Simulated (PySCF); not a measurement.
```yaml
atoms:
  - { symbol: C, position_ang: [-1.6805, -1.0223, -0.3946] }
  - { symbol: C, position_ang: [-1.5732, 0.0975, 0.3009] }
  - { symbol: Si, position_ang: [0.0304, 1.0722, 0.4010] }
  - { symbol: Ge, position_ang: [1.8631, -0.1481, -0.3726] }
  - { symbol: Br, position_ang: [0.3442, 1.5365, 2.5659] }
  - { symbol: H, position_ang: [-0.8400, -1.4291, -0.9427] }
  - { symbol: H, position_ang: [-2.5969, -1.5883, -0.4543] }
  - { symbol: H, position_ang: [-2.4335, 0.4700, 0.8429] }
  - { symbol: H, position_ang: [-0.1167, 2.3932, -0.2114] }
  - { symbol: H, position_ang: [1.8456, -1.5997, -0.0072] }
  - { symbol: H, position_ang: [3.1870, 0.3481, 0.1131] }
  - { symbol: H, position_ang: [1.9717, -0.1306, -1.8669] }
```

Geometry: GFN2-xTB.

The calculation used CAM-B3LYP/def2-SVPD, SCF density, gas phase in PySCF.

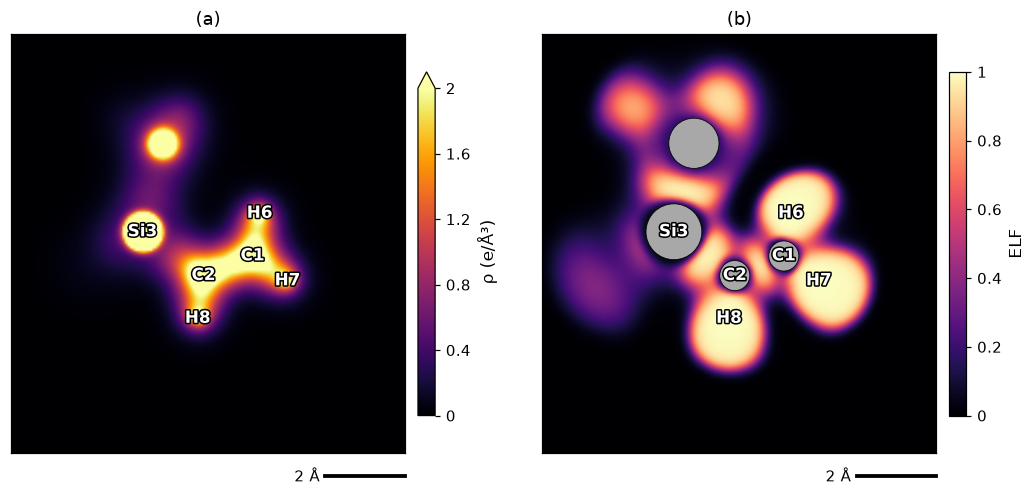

C$_{2}$H$_{7}$BrGeSi. (a) total electron density; (b) ELF on the plane of atoms Si3, C2 and H8. Grey discs cover the atomic cores in the ELF map.

**Describe what can be read from this map.**

The plane passes through C, Si and H nuclei. C–C (1.32 Å): ρ at the midpoint is about 2.3 e/Å³; the ELF peaks at about 0.95 between the atoms; a short, multiple covalent bond. C–Si (1.88 Å): the density is about 0.97 e/Å³ at the midpoint; the ELF peaks at about 1 between the atoms; a shared electron pair. C–H (1.08 Å): ρ is about 2 e/Å³ halfway; the ELF climbs to about 1 towards the hydrogen, as it does in any bond to H; a covalent bond by its length.
